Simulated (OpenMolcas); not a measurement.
# BNH3 (SMILES B[NH]): levels of theory compared

Wanted: a comparison of 6 runs (ROHF/STO-3G, UM06-2X/STO-3G, UPBE/STO-3G, UPBE0/STO-3G, USVWN5/STO-3G, ROCCSD(T)/STO-3G) of BNH3. 

Program for the calculation: OpenMolcas 26.06.

**1. Starting point**

BNH3: 5 atoms, total charge 0, spin state doublet. As SMILES, `B[NH]`. The shape is that of a PBE0-D4/def2-TZVP optimisation. This is one conformer, not always the lowest.

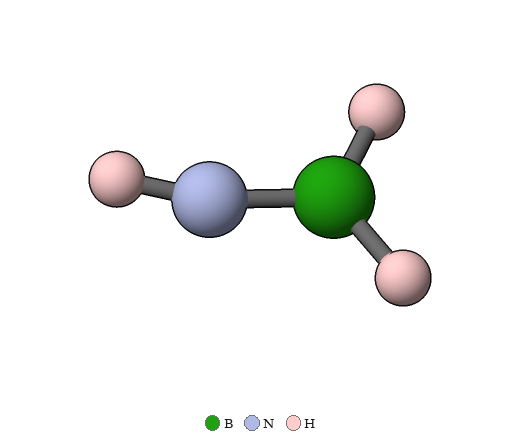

The structure, seen from a chosen angle (boron green, nitrogen light blue, hydrogen pink).

**2. The energy at ROHF/STO-3G (run 1)**

Input file struct.xyz:

```xyz
5

B     -0.310800    -0.370100    -0.091600
N      0.531200     0.655200    -0.019800
H     -0.414800    -1.107400     0.862500
H     -0.964100    -0.573100    -1.081900
H      1.208400     1.321700     0.289300
```

Input file step1.input:

```
* BH3N Hartree-Fock

&GATEWAY
 BASLIB
 $CurrDir
 COORD
 struct.xyz
 BASIS
 STO-3G
 GROUP
 NoSym

&SEWARD

&SCF
 UHF
 SPIN
 2
 SCRAMBLE
 0.25
 PRORBITALS
 1 1

&RASSCF
 FILEORB
 $Project.UnaOrb
 SPIN
 2
 NACTEL
 1 0 0
 INACTIVE
 7
 RAS2
 1
 OUTORBITALS
 Canonical
 ORBLISTING
 Nothing
```

The basis set STO-3G is read from a file made from the Basis Set Exchange's data (not shown).

On the command line:

```sh
$ export MOLCAS_MEM=1860
$ pymolcas step1.input > step1.log
```

The log of the run:

```text
--- Start Module: gateway ---
[...]
--- Stop Module: gateway /rc=_RC_ALL_IS_WELL_ ---
[...]
      Basis functions           13
[...]
--- Start Module: scf ---
[...]
       Convergence after  17 Iterations
[...]
::    Total SCF energy                                -79.8117339815
[...]
      Total spin, S                                     0.5145303786
[...]
--- Stop Module: scf /rc=_RC_ALL_IS_WELL_ ---
--- Start Module: rasscf ---
[...]
      Number of active orbitals                  1
[...]
      Spin quantum number                      0.5
[...]
      Active orbitals                            1
[...]
      Number of CSFs                             1
[...]
      Number of root(s) required                 1
[...]
      Convergence after  8 iterations
[...]
      printout of CI-coefficients larger than  0.05 for root  1
      energy=     -79.807206
      conf/sym  1     Coeff  Weight
             1  u   1.00000 1.00000
      Natural orbitals and occupation numbers for root  1
      sym 1:   1.000000
      ************************************************************************************************************************
      *                                                    Final results                                                     *
[...]
::    RASSCF root number  1 Total energy:    -79.80720584
[...]
      Total electronic charge=   15.000000
      Total            charge=   -0.000000
[...]
      Dipole Moment (debye):
      Origin of the operator (angstrom)=    0.1371    0.1690   -0.0433
                   X=  1.1925E+00               Y=  1.2911E+00               Z=  3.5923E-01           Total=  1.7939E+00
      Quadrupole Moment (debye*angstrom):
[...]
--- Stop Module: rasscf /rc=_RC_ALL_IS_WELL_ ---
[...]
```

Wall time 2.3 s (1 thread of Arm Neoverse V2, shared host); peak memory 0.37 GiB.

**3. The energy at UM06-2X/STO-3G (run 2)**

struct.xyz is that of step 2.

Input file calc.inp:

```
&GATEWAY
  BASLIB = $CurrDir
  COORD = struct.xyz
  BASIS = STO-3G
  GROUP = NoSym

&SEWARD
  GRIDINPUT
  Grid=UltraFine
  End of Grid

&SCF
  UHF
  SPIN = 2
  KSDFT = M062X
  THRESHOLDS = 1e-10 1e-07 1e-07 1e-05
  PRORBITALS = 1 1
```

The basis set STO-3G is read from a file made from the Basis Set Exchange's data (not shown).

On the command line:

```sh
$ export MOLCAS_MEM=1860
$ pymolcas calc.inp > calc.log
```

The log of the run:

```text
--- Start Module: gateway ---
[...]
--- Stop Module: gateway /rc=_RC_ALL_IS_WELL_ ---
--- Start Module: seward ---
[...]
      Basis functions           13
--- Stop Module: seward /rc=_RC_ALL_IS_WELL_ ---
--- Start Module: scf ---
[...]
       Convergence after  13 Iterations
[...]
::    Total KS-DFT energy                             -80.2903046809
[...]
      Total spin, S                                     0.5051875312
[...]
      Total electronic charge=   15.000000
      Total            charge=   -0.000000
[...]
      Dipole Moment (debye):
      Origin of the operator (angstrom)=    0.1371    0.1690   -0.0433
                   X=  1.2392E+00               Y=  1.3211E+00               Z=  4.0533E-01           Total=  1.8561E+00
      Quadrupole Moment (debye*angstrom):
[...]
--- Stop Module: scf /rc=_RC_ALL_IS_WELL_ ---
[...]
```

Run time: 6.6 s. Hardware: 1 thread of Arm Neoverse V2, shared host; peak memory 0.37 GiB.

Runs 3 to 5 aren't shown in full; the table further down has their settings and results.

**4. A single-point energy at ROCCSD(T)/STO-3G (run 6)**

struct.xyz is that of step 3.

Input file calc.inp:

```
&GATEWAY
  BasLib
  $CurrDir
  Coord
  struct.xyz
  Basis
  STO-3G
  Group
  NoSym

&SEWARD

&SCF
  UHF
  Spin
  2
  Thresholds
  1e-10 1e-07 1e-07 1e-05
  PrOrbitals
  1 1

&RASSCF
  FileOrb
  $Project.UnaOrb
  Spin
  2
  Nactel
  1 0 0
  Inactive
  7
  Ras2
  1
  OutOrbitals
  Canonical
  OrbListing
  Nothing

&MOTRA
  JobIph
  Frozen
  2

&CCSDT
  CCT
  Triples
  3
  Iterations
  80
  Accuracy
  1e-08
  Extrapolation
  5 4
```

The basis set STO-3G is read from a file made from the Basis Set Exchange's data (not shown).

On the command line:

```sh
$ export MOLCAS_MEM=1860
$ pymolcas calc.inp > calc.log
```

The log of the run:

```text
--- Start Module: gateway ---
[...]
--- Stop Module: gateway /rc=_RC_ALL_IS_WELL_ ---
[...]
      Basis functions           13
[...]
       Convergence after  16 Iterations
[...]
::    Total SCF energy                                -79.8117339815
[...]
      Total spin, S                                     0.5145303471
[...]
      Number of active orbitals                  1
[...]
      Spin quantum number                      0.5
[...]
      Active orbitals                            1
[...]
      Number of CSFs                             1
[...]
      Number of root(s) required                 1
[...]
      Convergence after  8 iterations
[...]
      printout of CI-coefficients larger than  0.05 for root  1
      energy=     -79.807206
      conf/sym  1     Coeff  Weight
             1  u   1.00000 1.00000
      Natural orbitals and occupation numbers for root  1
      sym 1:   1.000000
      ************************************************************************************************************************
      *                                                    Final results                                                     *
[...]
::    RASSCF root number  1 Total energy:    -79.80720584
[...]
      Total electronic charge=   15.000000
      Total            charge=   -0.000000
[...]
      Dipole Moment (debye):
      Origin of the operator (angstrom)=    0.1371    0.1690   -0.0433
                   X=  1.1925E+00               Y=  1.2911E+00               Z=  3.5923E-01           Total=  1.7939E+00
      Quadrupole Moment (debye*angstrom):
[...]
--- Start Module: motra ---
[...]
      *** WARNING: Default frozen orbitals is overwritten by user input.
      *** Default values:   2
[...]
--- Stop Module: motra /rc=_RC_ALL_IS_WELL_ ---
--- Start Module: ccsdt ---
[...]
      Convergence after                    20  Iterations
      Total energy (diff) :     -79.91692876      -0.00000001
[...]
 METHOD                       : CCSD+T(CCSD)+<T3(1)WT1>+<T3(1)UT2> = CCSD(T)
[...]
       CCSD     =       -79.9169287553136
[...]
--- Stop Module: ccsdt /rc=_RC_ALL_IS_WELL_ ---
[...]
```

Wall time 2.5 s (1 thread of Arm Neoverse V2, shared host); peak memory 0.37 GiB.

**5. Overview of the runs**

```tsv
run	level	scramble	integration grid	SCF convergence threshold	energy (Eh)	dipole moment (D)	wall time
1	ROHF/STO-3G	0.25	–	–	-79.807206	1.79	2.3 s
2	UM06-2X/STO-3G	–	UltraFine	1e-10	-80.290305	1.86	6.6 s
3	UPBE/STO-3G	–	UltraFine	1e-10	-80.187888	1.77	5.1 s
4	UPBE0/STO-3G	–	UltraFine	1e-10	-80.206564	1.84	5.4 s
5	USVWN5/STO-3G	–	UltraFine	1e-10	-79.530975	1.70	4.2 s
6	ROCCSD(T)/STO-3G	–	–	1e-10	-79.919433	–	2.5 s
```

**6. Summary of results**

| quantity | value |
| --- | --- |
| run 6: total energy | -79.91943 Eh |
| run 6: (T) correction | -2.50 mEh |

**Reading.** Among the runs that give it from their own density at one geometry, the dipole moment runs from 1.70 D (USVWN5/STO-3G) to 1.86 D (UM06-2X/STO-3G). Totals of different functionals can't be ranked against each other. In runs 1, 2, 3, 4, 5, 6 the basis is minimal, so dipoles, gaps and forces are rough. All runs together took 26 s, the longest 6.6 s.
